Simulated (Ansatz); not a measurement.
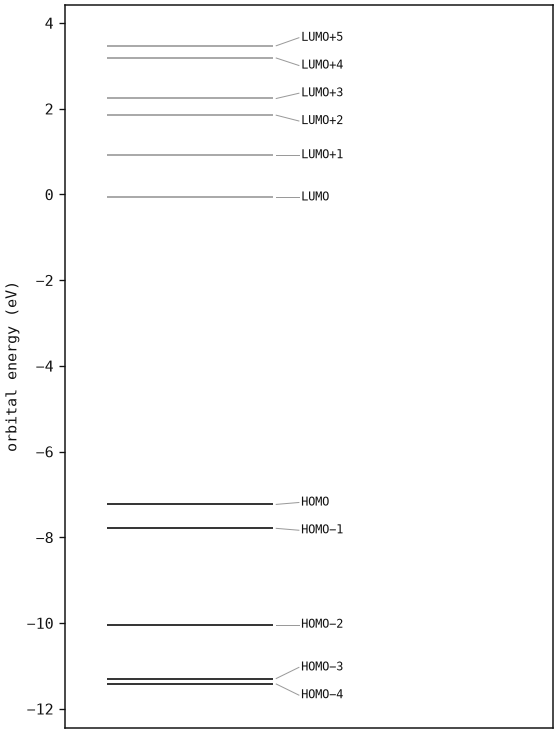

Kohn-Sham orbital energies near the frontier, r2SCAN0/def2-TZVPP, the Ansatz code, at a PBE0-D4/def2-TZVP geometry (a minimum by its frequencies), isolated molecule; empty levels in grey, levels within 0.03 eV side by side.

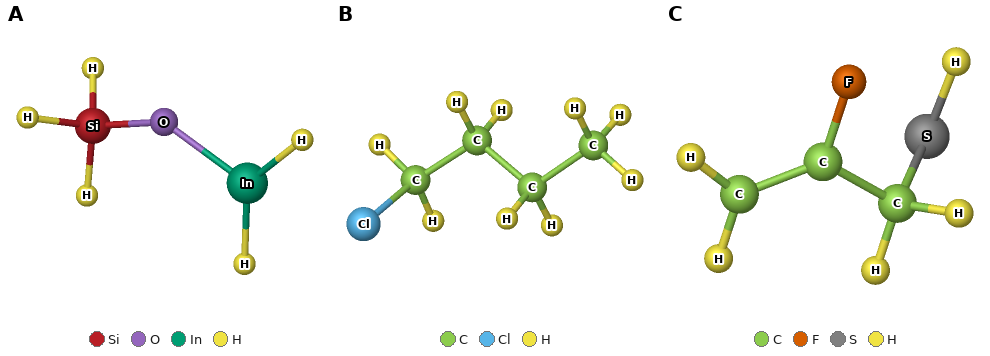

Which molecule has this level scheme? The candidates are drawn in the second picture.

Answer. Structure C, C₃H₅FS, SMILES C=C(F)CS. HOMO −7.23 eV, LUMO −0.07 eV, separation 7.16 eV.

Note: one conformer of a flexible molecule; empty levels above zero depend strongly on the basis.
